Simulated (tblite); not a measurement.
# C4H9B2F3Si: the cost of one run

Programs: tblite 0.8.0 and PySCF 2.14.0, with density-fitted response routines of our own. Each step states its level of theory. These are calculated values for one molecule in the gas phase, unless marked as measured. Atoms are numbered from 0 throughout.

## (1) Starting geometry

19 atoms, charge 0, multiplicity 1; geometry from: force field or distance geometry start.

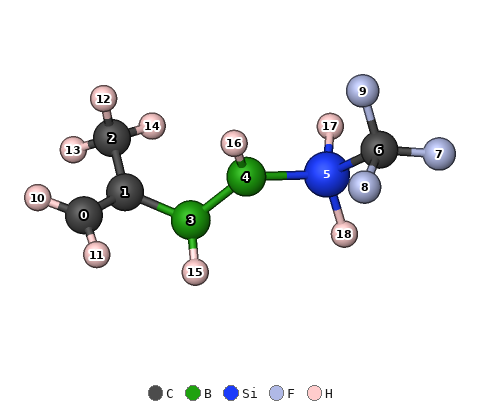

As it starts; carbon dark grey, boron green, silicon blue, fluorine light blue, hydrogen pink, atoms numbered; sticks join atoms by distance.

## (2) Geometry optimisation with GFN2-xTB

The job: settings as JSON, then the geometry in Å.

```
{"job": {"kind": "relax", "xc": "GFN2-xTB", "basis": "xTB"}, "charge": 0, "multiplicity": 1}
C     -2.907800    -1.006100    -0.886300
C     -2.115100    -0.056800    -0.391400
C     -2.503300     0.778500     0.795200
B     -0.702100     0.205800    -1.014200
B      0.588500    -0.221800    -0.068500
Si     2.236200     0.808000    -0.034200
C      3.558800    -0.427500     0.504400
F      4.814300     0.099500     0.400800
F      3.369700    -1.545000    -0.307500
F      3.256100    -0.861000     1.798500
H     -3.899100    -1.220600    -0.491400
H     -2.556500    -1.587800    -1.748300
H     -2.592900     0.079900     1.664600
H     -3.428100     1.309100     0.543200
H     -1.709800     1.529000     1.049800
H     -0.587900     0.023600    -2.155400
H      0.440100    -1.130300     0.667800
H      2.188900     1.838700     1.014300
H      2.540200     1.394100    -1.348700
```

The run is started by

```sh
$ OMP_NUM_THREADS=1 python probes_run.py task.json out
```

One launch serves the whole session: the jobs run in the order shown.

**Question.** How long does this first job take on 1 thread of Arm Neoverse N1, shared host, and how much memory does it need?

About 3.3 s, with a peak of 0.18 GiB.
